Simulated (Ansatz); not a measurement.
Input file:

```
crystal:
  lattice:
    - [3.4260196536, 0.0, 0.0]
    - [0.0, 3.4260196536, 0.0]
    - [0.0, 0.0, 9.6902469181]
  atoms:
    - { symbol: "N", position: [0.5, 0.0, 0.125] }
    - { symbol: Ga, position: [0.5, 0.5, 0.0] }
    - { symbol: "N", position: [0.0, 0.5, 0.875] }
    - { symbol: Ga, position: [0.0, 0.0, 0.75] }
    - { symbol: As, position: [0.5, 0.0, 0.625] }
    - { symbol: Ga, position: [0.5, 0.5, 0.5] }
    - { symbol: As, position: [0.0, 0.5, 0.375] }
    - { symbol: Ga, position: [0.0, 0.0, 0.25] }
kpoints:
  mp_grid: { grid: [6, 6, 4] }
hamiltonian:
  xc: pbe
scf:
  occupations: { method: fermi_dirac, width: 0.02 }
relax:
  f_tol: 0.005
  cell: {}
output:
  write_density: true
  write_potential: true
  elf: true
  volumetric_format: npy
```

Run with:

```sh
ansatz run input.yaml --threads 4 --pin off --max-ram 6451MiB --backend cpu --events-out ev --progress --plain --runs-dir out
```

Below, planes, directions and counts refer to the conventional cell (a = 3.67 Å, b = 3.67 Å, c = 10.05 Å, α = 90.00°, β = 90.00°, γ = 90.00°).

The fields are those of the run's last geometry, not of the input's.

Space group P-4m2; started from the ordered alloy on zincblende lattice prototype, which need not be the ambient phase.

These are results of Ansatz 0.2.0, DFT, PBE, plane waves, PAW, not measurements.

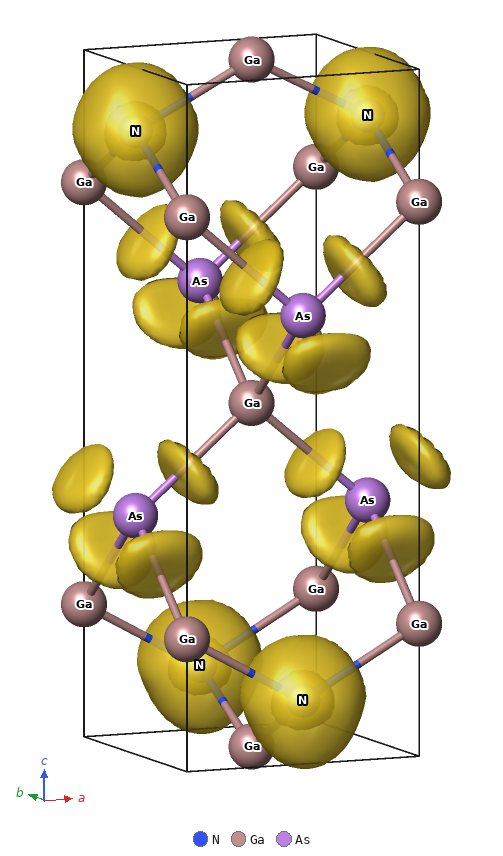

Ga₂AsN. Isosurface of the ELF at 0.7 (yellow), seen slightly off an axis. Only the valence region is drawn (cores and ρ < 0.01 e/Å³ removed). Sticks mark near contacts.

Q: Describe the localisation domains.

A: At this value the surface marks out eight regions between bonded As–Ga atoms (shared pairs) and two regions wrapped around N (the valence shell of each), counted in one cell of 8 atoms. Regions shared between cells count once.

Values along the shortest contacts:
Ga–N (2.06 Å): the ELF peaks at about 0.85 in the valence shell of N, 0.7 Å from its nucleus, and is about 0.45 at the midpoint. Ga–As (2.39 Å): the ELF peaks at about 0.75 between the atoms, as expected for localised, covalent bonding.
